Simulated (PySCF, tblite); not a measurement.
**C5H5F: dynamics, then NMR shifts and electronic excitations on frames**

Aim: move C5H5F (`C=C(F)C1=CC1`) away from its starting geometry and see how NMR shifts and electronic excitations follow the geometry.

Programs: tblite 0.8.0 and PySCF 2.14.0, with density-fitted response routines of our own. Each step states its level of theory. These are calculated values for one molecule in the gas phase, unless marked as measured. Atoms are numbered from 0 throughout.

## (1) The starting structure

11 atoms, charge 0, multiplicity 1; geometry from: GFN2-xTB.

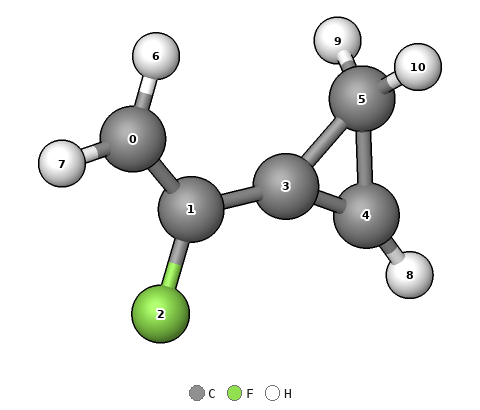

As it starts; carbon grey, fluorine green, hydrogen white, atoms numbered.

## (2) Dynamics with GFN2-xTB

Job settings and geometry (Å):

```
{"job": {"kind": "md", "xc": "GFN2-xTB", "basis": "xTB", "temperature": 300, "steps": 2000, "every": 50, "frames": 5}, "charge": 0, "multiplicity": 1}
C      1.730493    -0.809821     0.575843
C      1.089241    -0.160070    -0.392043
F      1.751245     0.162107    -1.532328
C     -0.268110     0.252519    -0.365177
C     -1.310293     0.830611    -0.906812
C     -1.520714     0.261071     0.461677
H      1.219543    -1.070446     1.482883
H      2.764133    -1.084207     0.471027
H     -1.768558     1.347806    -1.712013
H     -2.088642    -0.655148     0.577739
H     -1.592915     0.928248     1.313241
```

With the program's defaults for keys left out, this is: GFN2-xTB Langevin dynamics, gas phase.

Command:

```sh
> OMP_NUM_THREADS=1 python probes_run.py task.json out
```

The driver reads the jobs from task.json and runs them one after another.

What it wrote:

```text
t/fs     T/K      E/eV
    0.0   263.2   -486.04999
   25.0   158.7   -485.82903
   50.0   202.9   -485.73360
   75.0   285.4   -485.83749
  100.0   241.1   -485.73660
  125.0   228.1   -485.78044
  150.0   306.9   -485.78331
  175.0   274.5   -485.76724
  200.0   297.1   -485.76326
  225.0   197.2   -485.63282
  250.0   304.7   -485.72440
  275.0   295.9   -485.70095
  300.0   273.8   -485.75223
  325.0   273.3   -485.71459
  350.0   326.4   -485.71697
  375.0   246.7   -485.58799
  400.0   265.5   -485.78523
  425.0   256.0   -485.77724
  450.0   345.5   -485.69842
  475.0   383.3   -485.83989
  500.0   286.4   -485.70888
  525.0   232.2   -485.64642
  550.0   241.9   -485.74572
  575.0   198.0   -485.69522
  600.0   197.2   -485.74365
  625.0   196.7   -485.67050
  650.0   390.0   -485.86047
  675.0   364.9   -485.75905
  700.0   245.4   -485.75921
  725.0   166.9   -485.74544
  750.0   304.8   -485.87707
  775.0   318.4   -485.87454
  800.0   240.6   -485.75826
  825.0   301.3   -485.79544
  850.0   383.0   -485.83291
  875.0   339.4   -485.83949
  900.0   246.0   -485.81100
  925.0   237.8   -485.80514
  950.0   214.6   -485.65213
  975.0   300.9   -485.72830
 1000.0   445.7   -485.70236
```

Wall time 5.5 s (1 thread of Arm Neoverse V2, shared host).

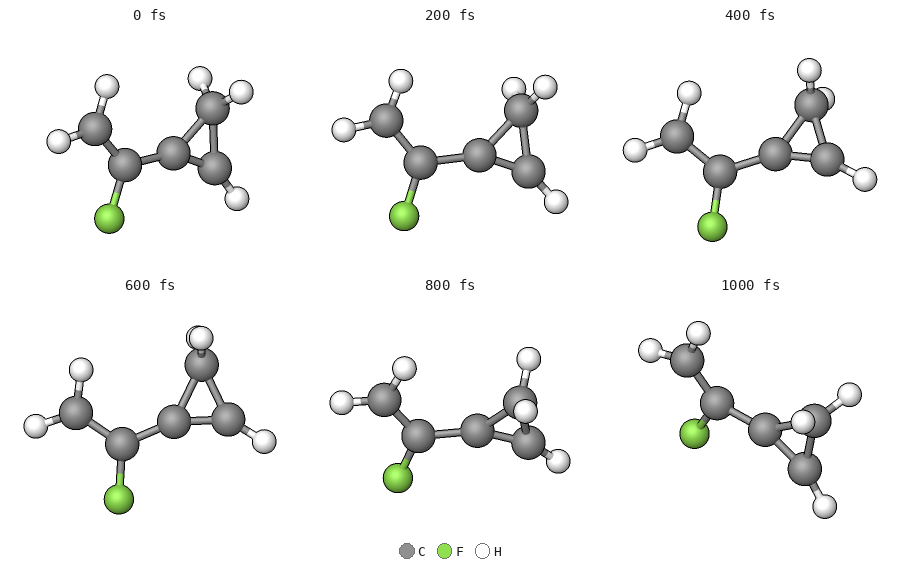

Frames of the run.

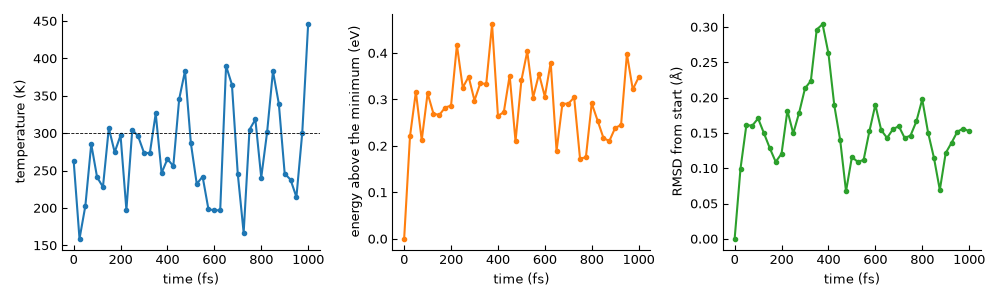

Temperature, potential energy and distance from the start.

Positions (Å) and forces (eV/Å) at 1000 fs:

```xyz
11

C     0.662   -2.344    0.217   -0.803    1.147   -1.278
C     0.230   -1.515   -0.757    0.638   -0.017   -0.646
F     0.109   -2.047   -2.041    0.034    0.095    0.890
C     0.058   -0.097   -0.790   -1.337    2.355    0.034
C    -0.202    1.102   -1.370    0.878   -2.063    1.526
C    -0.118    1.132    0.130    0.366   -0.755   -0.579
H     0.798   -2.102    1.230    0.045    0.632    0.664
H     0.806   -3.355   -0.021    0.109   -1.009   -0.345
H    -0.367    1.792   -2.159    0.107   -0.348   -0.262
H    -1.041    1.363    0.661    0.230   -0.447    0.128
H     0.797    1.417    0.647   -0.269    0.411   -0.132
```

## (3) Nuclear shieldings: 250 fs, PBE0/pcSseg-1

Job settings and geometry (Å):

```
{"job": {"kind": "nmr", "xc": "PBE0", "basis": "pcSseg-1", "pop": false}, "charge": 0, "multiplicity": 1}
C      1.097000    -1.865100     0.120300
C      0.699000    -0.810500    -0.589700
F      1.224800    -0.505500    -1.754300
C     -0.379500     0.062600    -0.253300
C     -1.193000     1.133900    -0.330100
C     -1.517400     0.123200     0.700500
H      0.544500    -2.199000     0.987000
H      2.036400    -2.403300    -0.201500
H     -1.410500     2.089200    -0.689500
H     -2.392400    -0.474400     0.668900
H     -1.279900     0.254300     1.781800
```

Level: GIAO PBE0/pcSseg-1 NMR shielding, non-relativistic, gas phase.

What it wrote:

```text
coarse grid: 9616 points
cycle   1  E = -292.8027502108  dE =  1.011e+00  |g| = 4.834e-01  |ddm| = 3.056e+00
cycle   2  E = -292.7777839743  dE =  2.497e-02  |g| = 6.268e-01  |ddm| = 8.207e-01
cycle   3  E = -292.8471727823  dE = -6.939e-02  |g| = 8.474e-02  |ddm| = 4.676e-01
cycle   4  E = -292.8485252816  dE = -1.352e-03  |g| = 4.626e-02  |ddm| = 1.225e-01
cycle   5  E = -292.8490118671  dE = -4.866e-04  |g| = 1.295e-02  |ddm| = 4.837e-02
cycle   6  E = -292.8490496867  dE = -3.782e-05  |g| = 4.175e-03  |ddm| = 1.583e-02
cycle   7  E = -292.8490536753  dE = -3.989e-06  |g| = 1.691e-03  |ddm| = 5.442e-03
final grid: 94504 points
cycle   8  E = -292.8910934483  dE = -2.386e-05  |g| = 5.706e-03  |ddm| = 2.828e-02
cycle   9  E = -292.8910890926  dE =  4.356e-06  |g| = 6.984e-03  |ddm| = 1.374e-02
cycle  10  E = -292.8911018653  dE = -1.277e-05  |g| = 1.399e-03  |ddm| = 7.903e-03
cycle  11  E = -292.8911023885  dE = -5.232e-07  |g| = 2.772e-04  |ddm| = 1.368e-03
cycle  12  E = -292.8911024015  dE = -1.295e-08  |g| = 1.326e-04  |ddm| = 3.373e-04
cycle  13  E = -292.8911024046  dE = -3.115e-09  |g| = 3.852e-05  |ddm| = 1.328e-04
cycle  14  E = -292.8911024049  dE = -3.371e-10  |g| = 1.086e-05  |ddm| = 4.512e-05
converged SCF energy = -292.8911024049

GIAO shielding tensors (ppm)
atom      isotropic    diamagn.    paramagn.     s11        s22        s33       span
  0 C       78.445     258.282    -179.836    -15.507     93.313    157.529    173.036
  1 C       21.291     245.833    -224.542    -78.851     63.767     78.957    157.808
  2 F      275.370     474.671    -199.301    190.676    260.019    375.416    184.740
  3 C       65.596     256.599    -191.003    -72.134     93.501    175.421    247.555
  4 C       70.380     253.344    -182.964    -48.276     76.167    183.249    231.524
  5 C      175.091     249.102     -74.011    135.788    155.879    233.606     97.818
  6 H       26.178      31.027      -4.849     23.867     24.706     29.960      6.093
  7 H       25.284      26.901      -1.616     23.015     24.013     28.825      5.810
  8 H       24.715      33.031      -8.316     21.334     24.950     27.861      6.527
  9 H       30.749      30.927      -0.178     26.087     27.355     38.805     12.718
 10 H       29.842      30.077      -0.235     24.910     26.680     37.937     13.027
```

It took 8 s on 1 thread of Arm Neoverse V2, shared host; peak memory 0.65 GiB.

The references, computed at this level on geometries of the same kind, shield at (ppm): 1H TMS 31.72, 13C TMS 186.9, 19F CFCl3 170.9. Their shielding less the atom's gives the shift. The references are single molecules in the gas phase, so shifts against H2O, NH3, PH3, H3PO4 or CFCl3 are not on the usual liquid scales and can be off by tens of ppm. Each atom is listed at this fixed geometry, with no averaging over motion; a spectrum would average atoms that exchange fast.

```
atoms                               environment  σ (ppm)  δ (ppm)
   C1           fully substituted alkene carbon     21.3    165.6
   C3           fully substituted alkene carbon     65.6    121.3
   C4                                 alkene CH     70.4    116.5
   C0                      terminal =CH2 carbon     78.4    108.5
   C5                three-membered-ring carbon    175.1     11.8
   H8                  hydrogen on an alkene CH    24.72     7.00
   H7        hydrogen on a terminal =CH2 carbon    25.28     6.43
   H6        hydrogen on a terminal =CH2 carbon    26.18     5.54
  H10  hydrogen on a three-membered-ring carbon    29.84     1.87
   H9  hydrogen on a three-membered-ring carbon    30.75     0.97
   F2                          vinylic fluorine    275.4   -104.4
```

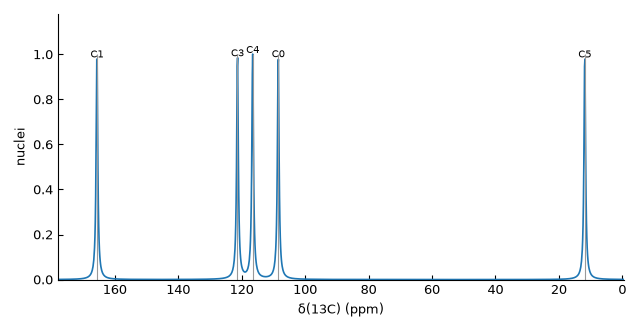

13C lines at the computed shifts, without couplings. Lines are broadened to a width of 0.62 ppm (Lorentzian).

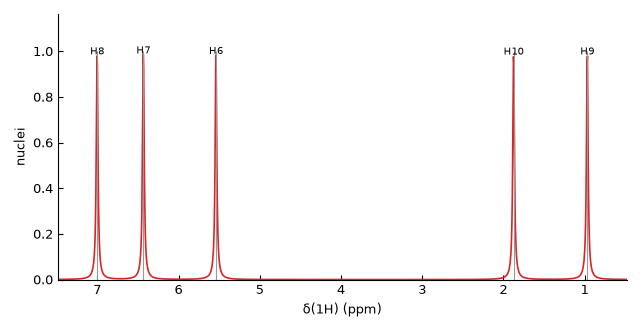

1H lines at the computed shifts, without couplings. Lines are broadened to a width of 0.02 ppm (Lorentzian).

Ring of atoms C3, C4, C5: NICS(0) -30.2, NICS(1) -6.9, NICS(1)zz -14.6 ppm (means of both faces).

In rings of three or four atoms NICS is ruled by the nearby σ bonds, so it says little on aromaticity.

## (4) Excited states and response: 250 fs, PBE0/def2-SVPD

The job, as its differences from that of step 3:

```diff
@@ -1,2 +1,2 @@
-{"job": {"kind": "nmr", "xc": "PBE0", "basis": "pcSseg-1", "pop": false}, "charge": 0, "multiplicity": 1}
+{"job": {"kind": "uv", "xc": "PBE0", "basis": "def2-SVPD", "nstates": 5, "ntriplets": 0}, "charge": 0, "multiplicity": 1}
 C      1.097000    -1.865100     0.120300
```

With the program's defaults for keys left out, this is: TDDFT PBE0/def2-SVPD, vertical, gas phase, core orbitals frozen in the response.

What it wrote:

```text
coarse grid: 9616 points
cycle   1  E = -292.6397180798  dE =  9.592e-01  |g| = 4.492e-01  |ddm| = 5.237e+00
cycle   2  E = -292.6171274767  dE =  2.259e-02  |g| = 5.783e-01  |ddm| = 1.379e+00
cycle   3  E = -292.6805350025  dE = -6.341e-02  |g| = 7.995e-02  |ddm| = 7.727e-01
cycle   4  E = -292.6817448605  dE = -1.210e-03  |g| = 4.430e-02  |ddm| = 1.933e-01
cycle   5  E = -292.6822051352  dE = -4.603e-04  |g| = 1.221e-02  |ddm| = 7.510e-02
cycle   6  E = -292.6822390066  dE = -3.387e-05  |g| = 4.157e-03  |ddm| = 2.633e-02
cycle   7  E = -292.6822432197  dE = -4.213e-06  |g| = 1.565e-03  |ddm| = 8.940e-03
final grid: 94504 points
cycle   8  E = -292.7241837802  dE = -2.173e-05  |g| = 5.451e-03  |ddm| = 8.806e-02
cycle   9  E = -292.7241798329  dE =  3.947e-06  |g| = 6.669e-03  |ddm| = 2.383e-02
cycle  10  E = -292.7241916992  dE = -1.187e-05  |g| = 1.272e-03  |ddm| = 1.297e-02
cycle  11  E = -292.7241921429  dE = -4.437e-07  |g| = 2.513e-04  |ddm| = 2.066e-03
cycle  12  E = -292.7241921544  dE = -1.145e-08  |g| = 1.171e-04  |ddm| = 4.973e-04
cycle  13  E = -292.7241921570  dE = -2.628e-09  |g| = 3.304e-05  |ddm| = 1.953e-04
cycle  14  E = -292.7241921573  dE = -2.454e-10  |g| = 1.154e-05  |ddm| = 6.839e-05
converged SCF energy = -292.7241921573

Static polarisability (au): isotropic 63.155, principal 40.627 57.629 91.208

Singlet excitations
state   eV       nm        f      main configurations
  1   4.8074    257.9   0.28587   H->L 0.92
  2   5.6673    218.8   0.05667   H-1->L 0.51, H-2->L 0.44
  3   6.2933    197.0   0.08734   H-2->L 0.51, H-1->L 0.34
  4   6.4742    191.5   0.00874   H->L+1 0.95
  5   6.7262    184.3   0.00288   H-3->L 0.95
```

Run time: 12 s. Hardware: 1 thread of Arm Neoverse V2, shared host; peak memory 0.71 GiB.

Frontier orbitals and where they lie:

```
orbital      eV                      atoms
 HOMO−3  -10.13  C4 31 %, C3 28 %, C5 17 %
 HOMO−2   -9.09  C5 32 %, C3 20 %, C4 16 %
 HOMO−1   -8.41  C1 20 %, C0 18 %, C5 16 %
   HOMO   -6.75  C4 25 %, C0 18 %, C3 18 %
   LUMO   -1.51  C4 26 %, C0 23 %, C3 18 %
 LUMO+1    0.90  C0 22 %, C5 13 %, C1 13 %
 LUMO+2    1.33  C4 18 %, H8 15 %, F2 11 %
```

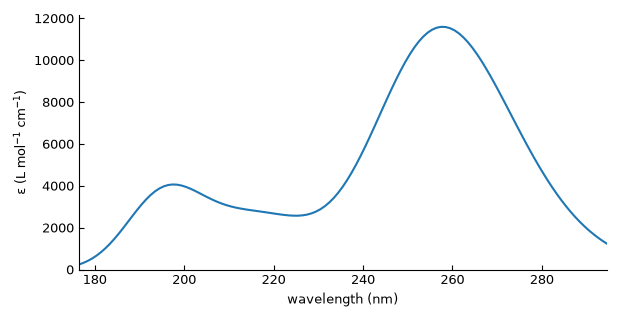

Absorption spectrum: each of the 5 states is a Gaussian band of 0.4 eV half-width at 1/e. Beyond the last state computed it falls off for lack of states.

Ground-state properties from the same run:

```
           property  computed
  dipole moment (D)      1.06
polarisability (Å³)      9.36
 HOMO–LUMO gap (eV)      5.24
      −ε(HOMO) (eV)      6.76
```

## (5) NMR shieldings: 425 fs, PBE0/pcSseg-1

Job settings and geometry (Å):

```
{"job": {"kind": "nmr", "xc": "PBE0", "basis": "pcSseg-1", "pop": false}, "charge": 0, "multiplicity": 1}
C      1.177400    -2.456900    -0.349400
C      0.773900    -1.220700    -0.674800
F      1.332000    -0.635500    -1.752600
C     -0.240000    -0.430700    -0.063000
C     -0.701400     0.719300     0.219100
C     -1.316000    -0.431800     1.019500
H      0.641000    -2.931300     0.415200
H      1.940300    -2.960600    -0.924900
H     -0.667500     1.737100     0.062400
H     -2.351600    -0.717600     0.663300
H     -1.150400    -0.578300     2.057200
```

Method: GIAO PBE0/pcSseg-1 NMR shielding, non-relativistic, gas phase.

What it wrote:

```text
coarse grid: 9616 points
cycle   1  E = -292.7995759912  dE =  1.006e+00  |g| = 5.071e-01  |ddm| = 3.082e+00
cycle   2  E = -292.7668449736  dE =  3.273e-02  |g| = 6.775e-01  |ddm| = 8.664e-01
cycle   3  E = -292.8480755519  dE = -8.123e-02  |g| = 9.188e-02  |ddm| = 5.069e-01
cycle   4  E = -292.8498992085  dE = -1.824e-03  |g| = 3.981e-02  |ddm| = 1.296e-01
cycle   5  E = -292.8502553655  dE = -3.562e-04  |g| = 1.174e-02  |ddm| = 4.263e-02
cycle   6  E = -292.8502830333  dE = -2.767e-05  |g| = 2.929e-03  |ddm| = 1.297e-02
cycle   7  E = -292.8502848797  dE = -1.846e-06  |g| = 1.018e-03  |ddm| = 4.558e-03
final grid: 94504 points
cycle   8  E = -292.8938651125  dE = -2.793e-05  |g| = 6.082e-03  |ddm| = 2.623e-02
cycle   9  E = -292.8938628591  dE =  2.253e-06  |g| = 7.189e-03  |ddm| = 1.453e-02
cycle  10  E = -292.8938744551  dE = -1.160e-05  |g| = 1.085e-03  |ddm| = 7.708e-03
cycle  11  E = -292.8938746702  dE = -2.150e-07  |g| = 1.860e-04  |ddm| = 9.546e-04
cycle  12  E = -292.8938746752  dE = -5.005e-09  |g| = 1.285e-04  |ddm| = 2.551e-04
cycle  13  E = -292.8938746790  dE = -3.809e-09  |g| = 1.650e-05  |ddm| = 1.230e-04
cycle  14  E = -292.8938746790  dE = -4.940e-11  |g| = 7.326e-06  |ddm| = 2.129e-05
converged SCF energy = -292.8938746790

GIAO shielding tensors (ppm)
atom      isotropic    diamagn.    paramagn.     s11        s22        s33       span
  0 C       80.094     259.065    -178.972    -21.260    100.579    160.962    182.222
  1 C       16.597     245.486    -228.890    -91.458     66.161     75.087    166.545
  2 F      270.832     475.830    -204.998    176.257    279.698    356.542    180.285
  3 C       69.189     258.649    -189.460    -64.623    109.896    162.293    226.916
  4 C       69.848     252.684    -182.836    -53.035     80.496    182.085    235.120
  5 C      179.003     250.762     -71.759    138.277    149.498    249.234    110.957
  6 H       27.033      31.933      -4.900     24.174     25.618     31.308      7.134
  7 H       25.852      28.417      -2.565     23.091     24.860     29.605      6.515
  8 H       24.886      33.700      -8.814     21.494     25.430     27.733      6.239
  9 H       29.516      28.620       0.896     23.495     26.474     38.578     15.083
 10 H       30.872      31.295      -0.423     26.032     27.104     39.479     13.447
```

It took 7.7 s on 1 thread of Arm Neoverse V2, shared host; peak memory 0.62 GiB.

This run: δ C1 170.3, C3 117.7, C4 117.1, C0 106.8, H8 6.83, H7 5.86 ppm.

## (6) Excited states and response: 425 fs, PBE0/def2-SVPD

The job, as its differences from that of step 5:

```diff
@@ -1,2 +1,2 @@
-{"job": {"kind": "nmr", "xc": "PBE0", "basis": "pcSseg-1", "pop": false}, "charge": 0, "multiplicity": 1}
+{"job": {"kind": "uv", "xc": "PBE0", "basis": "def2-SVPD", "nstates": 5, "ntriplets": 0}, "charge": 0, "multiplicity": 1}
 C      1.177400    -2.456900    -0.349400
```

Method: TDDFT PBE0/def2-SVPD, vertical, gas phase, core orbitals frozen in the response.

What it wrote:

```text
coarse grid: 9616 points
cycle   1  E = -292.6354087522  dE =  9.546e-01  |g| = 4.713e-01  |ddm| = 5.419e+00
cycle   2  E = -292.6051135152  dE =  3.030e-02  |g| = 6.279e-01  |ddm| = 1.448e+00
cycle   3  E = -292.6799100873  dE = -7.480e-02  |g| = 8.772e-02  |ddm| = 8.361e-01
cycle   4  E = -292.6816076045  dE = -1.698e-03  |g| = 3.797e-02  |ddm| = 2.290e-01
cycle   5  E = -292.6819435775  dE = -3.360e-04  |g| = 1.121e-02  |ddm| = 7.507e-02
cycle   6  E = -292.6819693238  dE = -2.575e-05  |g| = 3.032e-03  |ddm| = 2.203e-02
cycle   7  E = -292.6819714564  dE = -2.133e-06  |g| = 8.982e-04  |ddm| = 7.791e-03
final grid: 94504 points
cycle   8  E = -292.7254939463  dE = -2.473e-05  |g| = 5.952e-03  |ddm| = 7.754e-02
cycle   9  E = -292.7254914200  dE =  2.526e-06  |g| = 7.156e-03  |ddm| = 2.499e-02
cycle  10  E = -292.7255030101  dE = -1.159e-05  |g| = 1.027e-03  |ddm| = 1.205e-02
cycle  11  E = -292.7255032118  dE = -2.017e-07  |g| = 1.232e-04  |ddm| = 1.310e-03
cycle  12  E = -292.7255032137  dE = -1.894e-09  |g| = 7.956e-05  |ddm| = 3.336e-04
cycle  13  E = -292.7255032152  dE = -1.525e-09  |g| = 1.929e-05  |ddm| = 1.475e-04
cycle  14  E = -292.7255032153  dE = -8.311e-11  |g| = 7.058e-06  |ddm| = 4.341e-05
converged SCF energy = -292.7255032153

Static polarisability (au): isotropic 61.411, principal 40.750 57.299 86.183

Singlet excitations
state   eV       nm        f      main configurations
  1   5.3490    231.8   0.38852   H->L 0.94
  2   5.7682    214.9   0.01483   H-1->L 0.75, H-2->L 0.23
  3   6.5443    189.5   0.01740   H-2->L 0.59, H-1->L 0.16, H->L+1 0.12
  4   6.7403    183.9   0.02592   H->L+1 0.86, H-2->L 0.09
  5   7.1825    172.6   0.03548   H->L+2 0.72, H->L+3 0.14
```

Run time: 13 s. Hardware: 1 thread of Arm Neoverse V2, shared host; peak memory 0.72 GiB.

Key values: HOMO -6.99 eV, LUMO -1.29 eV; lowest singlet 5.35 eV.

## (7) NMR shieldings: 625 fs, PBE0/pcSseg-1

Job settings and geometry (Å):

```
{"job": {"kind": "nmr", "xc": "PBE0", "basis": "pcSseg-1", "pop": false}, "charge": 0, "multiplicity": 1}
C      1.694300    -2.570100    -0.170100
C      1.155600    -1.401200    -0.603600
F      1.505100    -1.030600    -1.908700
C      0.271800    -0.620800     0.119900
C     -0.635100     0.302200     0.191100
C     -0.613400    -0.784000     1.252200
H      1.371500    -2.980300     0.758100
H      2.424600    -3.183500    -0.677700
H     -1.159000     1.131400    -0.260100
H     -1.383900    -1.603800     1.180300
H     -0.441700    -0.562000     2.313700
```

Level: GIAO PBE0/pcSseg-1 NMR shielding, non-relativistic, gas phase.

What it wrote:

```text
coarse grid: 9616 points
cycle   1  E = -292.7949926372  dE =  9.737e-01  |g| = 5.086e-01  |ddm| = 3.043e+00
cycle   2  E = -292.7566298366  dE =  3.836e-02  |g| = 7.138e-01  |ddm| = 9.767e-01
cycle   3  E = -292.8446058017  dE = -8.798e-02  |g| = 8.059e-02  |ddm| = 5.667e-01
cycle   4  E = -292.8459337389  dE = -1.328e-03  |g| = 3.779e-02  |ddm| = 1.191e-01
cycle   5  E = -292.8462703086  dE = -3.366e-04  |g| = 1.166e-02  |ddm| = 4.139e-02
cycle   6  E = -292.8462981183  dE = -2.781e-05  |g| = 3.160e-03  |ddm| = 1.137e-02
cycle   7  E = -292.8463002585  dE = -2.140e-06  |g| = 8.266e-04  |ddm| = 3.890e-03
final grid: 94504 points
cycle   8  E = -292.8898844142  dE = -2.498e-05  |g| = 6.835e-03  |ddm| = 3.000e-02
cycle   9  E = -292.8898785946  dE =  5.820e-06  |g| = 9.227e-03  |ddm| = 1.593e-02
cycle  10  E = -292.8898953489  dE = -1.675e-05  |g| = 1.184e-03  |ddm| = 8.614e-03
cycle  11  E = -292.8898955869  dE = -2.380e-07  |g| = 2.324e-04  |ddm| = 1.164e-03
cycle  12  E = -292.8898955924  dE = -5.562e-09  |g| = 1.516e-04  |ddm| = 3.527e-04
cycle  13  E = -292.8898955984  dE = -5.957e-09  |g| = 2.614e-05  |ddm| = 1.733e-04
cycle  14  E = -292.8898955985  dE = -1.274e-10  |g| = 1.245e-05  |ddm| = 3.009e-05
converged SCF energy = -292.8898955985

GIAO shielding tensors (ppm)
atom      isotropic    diamagn.    paramagn.     s11        s22        s33       span
  0 C       67.010     257.227    -190.216    -26.240     68.608    158.663    184.903
  1 C       13.246     242.756    -229.511    -86.449     61.386     64.799    151.248
  2 F      264.259     475.531    -211.273    151.935    307.593    333.249    181.313
  3 C       73.228     256.891    -183.663    -60.000    110.971    168.713    228.714
  4 C       64.802     252.001    -187.199    -60.099     68.017    186.488    246.587
  5 C      171.426     250.675     -79.249    129.622    151.387    233.270    103.648
  6 H       26.719      31.081      -4.362     24.018     25.077     31.062      7.044
  7 H       25.601      27.872      -2.271     23.617     24.588     28.597      4.980
  8 H       23.635      31.205      -7.570     20.514     24.253     26.138      5.624
  9 H       29.720      29.489       0.231     24.258     26.779     38.122     13.864
 10 H       29.213      29.753      -0.540     24.867     25.915     36.859     11.991
```

It took 8 s on 1 thread of Arm Neoverse V2, shared host; peak memory 0.62 GiB.

This run: δ C1 173.7, C4 122.1, C0 119.9, C3 113.7, H8 8.08, H7 6.12 ppm.

(Part 1 of 2 ends here.)
